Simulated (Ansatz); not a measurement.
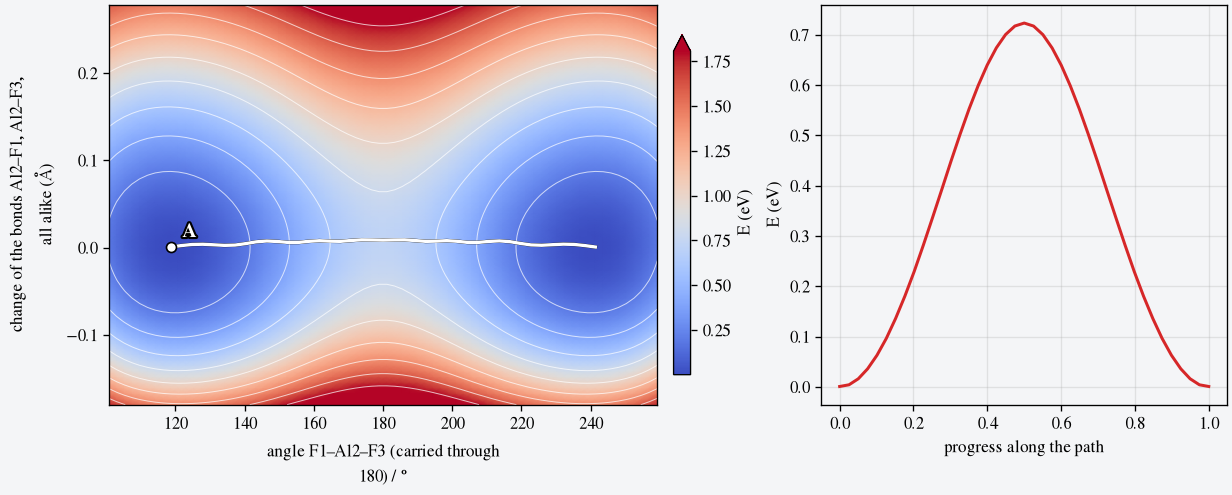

AlF₂, SMILES [F][Al][F], spin multiplicity 2. First axis: angle F1–Al2–F3 (carried through 180). Second axis: change of the bonds Al2–F1, Al2–F3, all alike. Nothing is relaxed (all other coordinates rigid). Grid: 9 × 9 points; 45 points were computed and 36 follow by symmetry. Points are written as (first, second). Energies: eV, counted from the relaxed molecule at the same level. These are results of Ansatz 0.2.0, UKS r2SCAN0-D4/def2-TZVP, not measurements.

The picture shows a smooth colour map with a few white contour lines, a line along the lowest path, one colour for all values above the top of the scale, the energy along the path at the right, the start A. Between grid points the surface is interpolated.

Q: Describe the path and its barrier.

A: The easiest path leads from the well at (120.6°, −0.008 Å) to a well of about the same depth at (239.4°, −0.008 Å). Its highest point lies about 0.72 eV above the bottom of the first well on the interpolated surface, at about (180°, 0.01 Å). The start is the relaxed structure and all else is held, so a fully relaxed path at this level can only be lower.
